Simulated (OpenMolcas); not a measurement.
# AlSi2H5O (SMILES [SiH3][Al]1[O][SiH2]1), step by step

Wanted: the energy (HF/ANO-R0), then the energy (CASSCF(2,2)/ANO-R1), then the energy along one coordinate (CASPT2(2,2)/ANO-R1), then an energy scan (SC-NEVPT2(2,2)/ANO-R1), then an energy scan (MC-PDFT[tPBE](2,2)/ANO-R1) of AlSi2H5O. 

The calculation is run with OpenMolcas 26.06.

### Step 1. The structure to begin with

AlSi2H5O: 9 atoms, total charge 0, spin state singlet. SMILES: `[SiH3][Al]1[O][SiH2]1`. Geometry: relaxed at PBE0-D4/def2-TZVP.

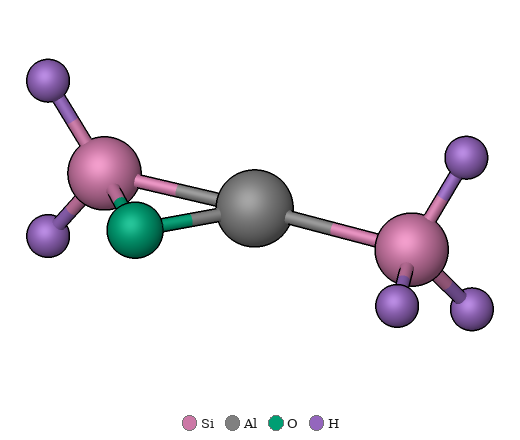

Viewed from a chosen angle; silicon pink, aluminium grey, oxygen teal, hydrogen purple.

### Step 2. A single-point energy at HF/ANO-R0 (sfX2C) (run 1)

Input file struct.xyz:

```xyz
9

Si    -0.652900     1.717100    -1.334700
Al    -0.124900    -0.148900     0.162800
O      1.392700    -0.965300     0.434300
Si     0.478600    -1.877700     1.520900
H     -1.763800     1.326700    -2.244900
H     -1.100100     2.886400    -0.529300
H      0.526500     2.112800    -2.150200
H      0.403300    -3.327600     1.187000
H      0.929000    -1.770000     2.936900
```

Input file step1.inp:

```
&GATEWAY
  COORD
  struct.xyz
  BASIS
  ANO-R0
  GROUP
  NoSym

&SEWARD

&SCF
  PRORBITALS
  0

&LOCALISATION
  OCCUPIED
  FREEZE
  PIPEK-MEZEY

&LOCALISATION
  FILEORB
  $Project.LocOrb
  VIRTUAL
  PIPEK-MEZEY
```

Command:

```
$ export MOLCAS_MEM=1860
$ pymolcas step1.inp > step1.log
```

The log of the run:

```text
--- Start Module: gateway ---
[...]
--- Stop Module: gateway /rc=_RC_ALL_IS_WELL_ ---
[...]
      Basis functions           37
[...]
       Convergence after  14 Iterations
[...]
::    Total SCF energy                               -898.5283656969
[...]
      Total spin, S                                     0.0000000000
[...]
      Total electronic charge=   54.000000
      Total            charge=   -0.000000
[...]
      Dipole Moment (debye):
      Origin of the operator (angstrom)=    0.1252   -0.2185    0.1514
                   X= -6.9469E-01               Y=  1.0079E+00               Z= -7.0327E-01           Total=  1.4118E+00
      Quadrupole Moment (debye*angstrom):
[...]
--- Start Module: localisation ---
[...]
--- Stop Module: localisation /rc=_RC_ALL_IS_WELL_ ---
--- Start Module: localisation ---
[...]
--- Stop Module: localisation /rc=_RC_ALL_IS_WELL_ ---
[...]
```

Run time: 3.6 s. Hardware: 1 thread of Arm Neoverse V1, shared host; peak memory 0.38 GiB.

### Step 3. The energy at CASSCF(2,2)/ANO-R1 (sfX2C, RICD fitting) (run 2)

struct.xyz is that of step 2.

Input file step2.inp:

```
&GATEWAY
  Coord = struct.xyz
  Basis = ANO-R0
  Group = NoSym

&SEWARD

&RASSCF
  FileOrb = $CurrDir/step1.LocOrb
  Alter = 1
  1 25 27
  Spin = 1
  Nactel = 2 0 0
  Inactive = 26
  Ras2 = 2
  OrbListing = Nothing
>>> COPY $Project.RunFile RUNFIL1
>>> COPY $Project.RasOrb INPORB

&GATEWAY
  Coord = struct.xyz
  Basis = ANO-R1
  Group = NoSym
  RICD

&SEWARD
>>> COPY $Project.RunFile RUNFIL2

&EXPBAS

&RASSCF
  FileOrb = $Project.ExpOrb
  Spin = 1
  Nactel = 2 0 0
  Inactive = 26
  Ras2 = 2
  OrbListing = Nothing
  OrbAppear = Compact
```

Command:

```
$ export MOLCAS_MEM=1860
$ pymolcas step2.inp > step2.log
```

The log of the run:

```text
--- Start Module: gateway ---
[...]
      Basis functions           37
[...]
      Number of active orbitals                  2
[...]
      Spin quantum number                      0.0
[...]
      Active orbitals                            2
[...]
      Number of CSFs                             3
[...]
      Number of root(s) required                 1
[...]
      Convergence after 13 iterations
[...]
      printout of CI-coefficients larger than  0.05 for root  1
      energy=    -898.535442
      conf/sym  11     Coeff  Weight
             1  20   0.99498 0.98998
             3  02  -0.10012 0.01002
      Natural orbitals and occupation numbers for root  1
      sym 1:   1.979951   0.020049
      ************************************************************************************************************************
      *                                                    Final results                                                     *
[...]
::    RASSCF root number  1 Total energy:   -898.53544237
[...]
      Basis functions           93
[...]
      Convergence after 17 iterations
[...]
      Natural orbitals and occupation numbers for root  1
      sym 1:   1.981110   0.018890
      ************************************************************************************************************************
      *                                                    Final results                                                     *
[...]
::    RASSCF root number  1 Total energy:   -899.29731348
[...]
      Total electronic charge=   54.000000
      Total            charge=   -0.000000
[...]
      Dipole Moment (debye):
      Origin of the operator (angstrom)=    0.1252   -0.2185    0.1514
                   X= -2.0229E+00               Y=  1.2471E+00               Z= -5.1041E-01           Total=  2.4306E+00
      Quadrupole Moment (debye*angstrom):
[...]
```

Wall time 14 s (1 thread of Arm Neoverse V1, shared host); peak memory 0.38 GiB.

### Step 4. An energy scan at CASPT2(2,2)/ANO-R1 (sfX2C, RICD fitting, ipea shift 0.25 Eh, pt2 variant SS) (run 3)

Input file step3.input:

```
* AlH5OSi2 CASPT2
>>> COPY $CurrDir/step2.RasOrb $Project.RasOrb
>>> ForEach K in (1, 2, 3, 4, 5, 6, 7, 8, 9)
&gateway
coord=$CurrDir/point$K.xyz
basis=ANO-R1
group=NoSym
ricd
&seward
&rasscf
fileorb=$Project.RasOrb
spin=1
nactel=2 0 0
inactive=26
ras2=2
orblisting=Nothing
orbappear=Compact
&caspt2
imaginary=0.2
frozen=16
>>> EndDo
```

Command:

```
$ export MOLCAS_MEM=1860
$ pymolcas step3.input > step3.log
```

The log of the run:

```text
[...]
      Basis functions           93
[...]
      Number of active orbitals                  2
[...]
      Spin quantum number                      0.0
[...]
      Active orbitals                            2
[...]
      Number of CSFs                             3
[...]
      Number of root(s) required                 1
[...]
      Convergence after 13 iterations
[...]
      printout of CI-coefficients larger than  0.05 for root  1
      energy=    -899.277632
      conf/sym  11     Coeff  Weight
             1  20   0.99700 0.99401
             3  02  -0.07737 0.00599
      Natural orbitals and occupation numbers for root  1
      sym 1:   1.988027   0.011973
      ************************************************************************************************************************
      *                                                    Final results                                                     *
[...]
::    RASSCF root number  1 Total energy:   -899.27763235
[...]
::    CASPT2 Root  1     Total energy:   -899.70162709
[...]
      Convergence after 14 iterations
[...]
      Natural orbitals and occupation numbers for root  1
      sym 1:   1.981120   0.018880
      ************************************************************************************************************************
      *                                                    Final results                                                     *
[...]
      Convergence after 15 iterations
[...]
      Convergence after 13 iterations
[...]
      Convergence after 13 iterations
[...]
::    RASSCF root number  1 Total energy:   -899.21715856
[...]
::    CASPT2 Root  1     Total energy:   -899.63325472
[...]
      Convergence after 13 iterations
[...]
::    RASSCF root number  1 Total energy:   -899.21688264
[...]
      Reference weight:           0.85726
[...]
::    CASPT2 Root  1     Total energy:   -899.63263190
[...]
```

Run time: 90 s. Hardware: 1 thread of Arm Neoverse V1, shared host; peak memory 0.086 GiB.

The scan, from its lowest point:

| Al2–Si1 (Å) | energy (kJ/mol) |
| --- | --- |
| 2.205 | 44.2 |
| 2.450 | 0.0 |
| 2.695 | 9.7 |
| 3.063 | 62.1 |
| 3.553 | 137.2 |
| 4.165 | 194.7 |
| 4.900 | 218.2 |
| 5.880 | 223.7 |
| 7.350 | 225.3 |

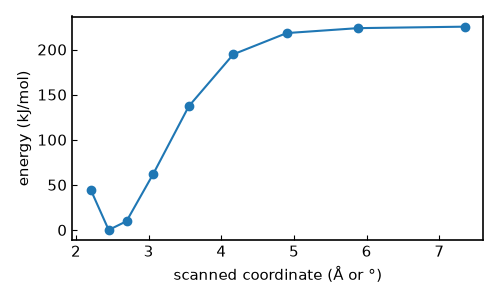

Energy along the scan.

### Step 5. The energy along one coordinate at SC-NEVPT2(2,2)/ANO-R1 (sfX2C, RICD fitting, pt2 variant SC-NEVPT2) (run 4)

Input file step4.input:

```
>>> COPY $CurrDir/step2.RasOrb $Project.RasOrb
>>> ForEach K in (1, 2, 3, 4, 5, 6, 7, 8, 9)

&GATEWAY
 Coord = $CurrDir/point$K.xyz
 Basis = ANO-R1
 Group = NoSym
 RICD

&SEWARD

&RASSCF
 FileOrb = $Project.RasOrb
 Spin = 1
 Nactel = 2 0 0
 Inactive = 26
 Ras2 = 2
 OrbListing = Nothing
 OrbAppear = Compact

&CASPT2
 SC-NEVPT2
 Frozen = 16
>>> EndDo
```

Command:

```
$ export MOLCAS_MEM=1860
$ pymolcas step4.input > step4.log
```

The log of the run:

```text
--- Start Module: gateway ---
[...]
      Basis functions           93
[...]
      Number of active orbitals                  2
[...]
      Spin quantum number                      0.0
[...]
      Active orbitals                            2
[...]
      Number of CSFs                             3
[...]
      Number of root(s) required                 1
[...]
      Convergence after 13 iterations
[...]
      printout of CI-coefficients larger than  0.05 for root  1
      energy=    -899.277632
      conf/sym  11     Coeff  Weight
             1  20   0.99700 0.99401
             3  02  -0.07737 0.00599
      Natural orbitals and occupation numbers for root  1
      sym 1:   1.988027   0.011973
      ************************************************************************************************************************
      *                                                    Final results                                                     *
[...]
::    RASSCF root number  1 Total energy:   -899.27763235
[...]
::    SC-NEVPT2 Root  1     Total energy:   -899.69646312
[...]
      Convergence after 14 iterations
[...]
      Natural orbitals and occupation numbers for root  1
      sym 1:   1.981120   0.018880
      ************************************************************************************************************************
      *                                                    Final results                                                     *
[...]
      Convergence after 15 iterations
[...]
      Convergence after 13 iterations
[...]
      Convergence after 13 iterations
[...]
::    RASSCF root number  1 Total energy:   -899.21715856
[...]
::    SC-NEVPT2 Root  1     Total energy:   -899.63328362
[...]
      Convergence after 13 iterations
[...]
::    RASSCF root number  1 Total energy:   -899.21688264
[...]
::    SC-NEVPT2 Root  1     Total energy:   -899.63292084
[...]
```

Run time: 87 s. Hardware: 1 thread of Arm Neoverse V1, shared host; peak memory 0.087 GiB.

The scan, from its lowest point:

| Al2–Si1 (Å) | energy (kJ/mol) |
| --- | --- |
| 2.205 | 46.0 |
| 2.450 | 0.0 |
| 2.695 | 7.9 |
| 3.063 | 58.4 |
| 3.553 | 131.7 |
| 4.165 | 186.6 |
| 4.900 | 207.1 |
| 5.880 | 211.9 |
| 7.350 | 212.9 |

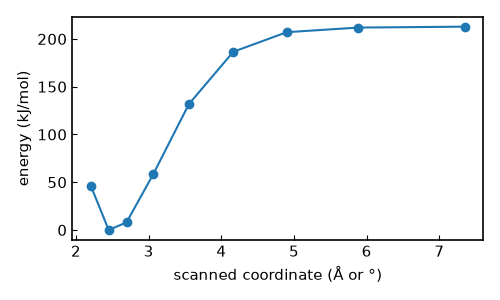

Energy along the scan.

### Step 6. An energy scan at MC-PDFT[tPBE](2,2)/ANO-R1 (sfX2C, RICD fitting) (run 5)

Input file step5.input:

```
>>> COPY $CurrDir/step2.RasOrb $Project.RasOrb
>>> ForEach K in (1, 2, 3, 4, 5, 6, 7, 8, 9)

&GATEWAY
 Coord=$CurrDir/point$K.xyz
 Basis=ANO-R1
 Group=NoSym
 RICD

&SEWARD

&RASSCF
 FileOrb=$Project.RasOrb
 Spin=1
 Nactel=2 0 0
 Inactive=26
 Ras2=2
 OrbListing=Nothing
 OrbAppear=Compact

&MCPDFT
 KSDFT=T:PBE
>>> EndDo
```

Command:

```
$ export MOLCAS_MEM=1860
$ pymolcas step5.input > step5.log
```

The log of the run:

```text
--- Start Module: gateway ---
[...]
      Basis functions           93
[...]
      Number of active orbitals                  2
[...]
      Spin quantum number                      0.0
[...]
      Active orbitals                            2
[...]
      Number of CSFs                             3
[...]
      Number of root(s) required                 1
[...]
      Convergence after 13 iterations
[...]
      printout of CI-coefficients larger than  0.05 for root  1
      energy=    -899.277632
      conf/sym  11     Coeff  Weight
             1  20   0.99700 0.99401
             3  02  -0.07737 0.00599
      Natural orbitals and occupation numbers for root  1
      sym 1:   1.988027   0.011973
      ************************************************************************************************************************
      *                                                    Final results                                                     *
[...]
::    RASSCF root number  1 Total energy:   -899.27763235
[...]
::    MCPDFT root number  1 Total energy:   -900.82865145
[...]
      Convergence after 14 iterations
[...]
      Natural orbitals and occupation numbers for root  1
      sym 1:   1.981120   0.018880
      ************************************************************************************************************************
      *                                                    Final results                                                     *
[...]
      Convergence after 15 iterations
[...]
      Convergence after 13 iterations
[...]
      Convergence after 13 iterations
[...]
::    RASSCF root number  1 Total energy:   -899.21715856
[...]
::    MCPDFT root number  1 Total energy:   -900.74799231
[...]
      Convergence after 13 iterations
[...]
::    RASSCF root number  1 Total energy:   -899.21688264
[...]
::    MCPDFT root number  1 Total energy:   -900.74787393
[...]
```

Run time: 96 s. Hardware: 1 thread of Arm Neoverse V1, shared host; peak memory 0.087 GiB.

The scan, from its lowest point:

| Al2–Si1 (Å) | energy (kJ/mol) |
| --- | --- |
| 2.205 | 36.7 |
| 2.450 | 0.0 |
| 2.695 | 13.7 |
| 3.063 | 70.0 |
| 3.553 | 151.6 |
| 4.165 | 217.6 |
| 4.900 | 243.6 |
| 5.880 | 248.5 |
| 7.350 | 248.8 |

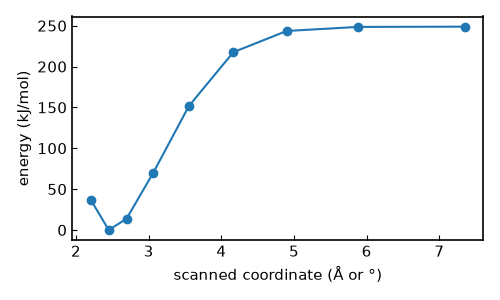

Energy along the scan.

### Step 7. Outcome

| quantity | value |
| --- | --- |
| run 1, HF/ANO-R0: total energy | -898.52837 Eh |
| run 1, HF/ANO-R0: dipole moment | 1.41 D |
| run 1, HF/ANO-R0: HOMO energy | -9.64 eV |
| run 1, HF/ANO-R0: LUMO energy | -0.11 eV |
| run 1, HF/ANO-R0: HOMO–LUMO gap | 9.53 eV |
| run 2, CASSCF(2,2)/ANO-R1: total energy | -899.29731 Eh |
| run 2, CASSCF(2,2)/ANO-R1: dipole moment (CASSCF density) | 2.43 D |
| run 3, CASPT2(2,2)/ANO-R1: lowest energy of the scan | -899.71846 Eh |
| run 4, SC-NEVPT2(2,2)/ANO-R1: lowest energy of the scan | -899.71399 Eh |
| run 5, MC-PDFT[tPBE](2,2)/ANO-R1: lowest energy of the scan | -900.84264 Eh |

What this shows: Mulliken charges (run 1, HF/ANO-R0) run from -0.44 on O3 to +0.73 on Al2. Mulliken charges (run 2, CASSCF(2,2)/ANO-R1) run from -0.83 on O3 to +0.77 on Al2; they depend strongly on the basis.
